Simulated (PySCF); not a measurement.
# C7H9N: the cost of one run

Programs: PySCF 2.14.0, with routines of our own; each step states its level. All values are computed. Atoms count from 0.

## 1. The system as given

17 atoms, charge 0, multiplicity 1; geometry from: GFN2-xTB.

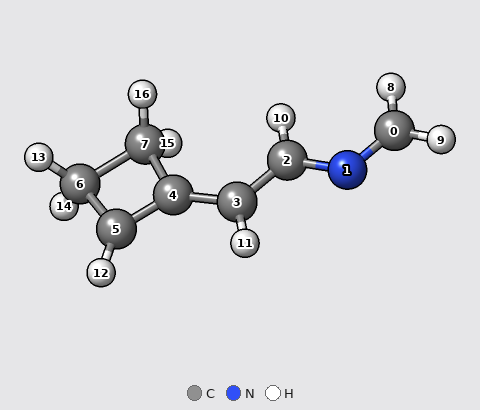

The starting geometry (carbon grey, nitrogen blue, hydrogen white).

## 2. Magnetic properties: GIAO BHandHLYP/pcSseg-1

Job settings and geometry (Å):

```
{"job": {"kind": "mag", "xc": "BHandHLYP", "basis": "pcSseg-1", "isotopologues": 2}, "charge": 0, "multiplicity": 1}
C      3.749721     0.556233    -0.219886
N      2.838370    -0.316333    -0.158916
C      1.527878     0.062342    -0.033608
C      0.554013    -0.863203     0.034556
C     -0.828500    -0.544168     0.165863
C     -1.963360    -1.264041     0.251910
C     -2.851306    -0.060485     0.357898
C     -1.553310     0.779793     0.260635
H      3.571249     1.637149    -0.178368
H      4.772105     0.226402    -0.318547
H      1.287458     1.128095     0.011344
H      0.823215    -1.909296    -0.012211
H     -2.186086    -2.315424     0.249244
H     -3.391922     0.038076     1.298910
H     -3.548858     0.076907    -0.467927
H     -1.482984     1.410097    -0.623822
H     -1.324679     1.369884     1.146133
```

Method: GIAO BHandHLYP/pcSseg-1 magnetisability, rotational g tensor and spin-rotation constants, non-relativistic, gas phase.

Launch:

```
$ OMP_NUM_THREADS=1 python excited_run.py task.json out
```

One launch serves the whole session: the jobs run in the order shown.

**Question.** How long does this first job take on 1 thread of Intel Xeon 6975P-C, shared host, and how much memory does it need?

About 25 s, with a peak of 0.8 GiB.
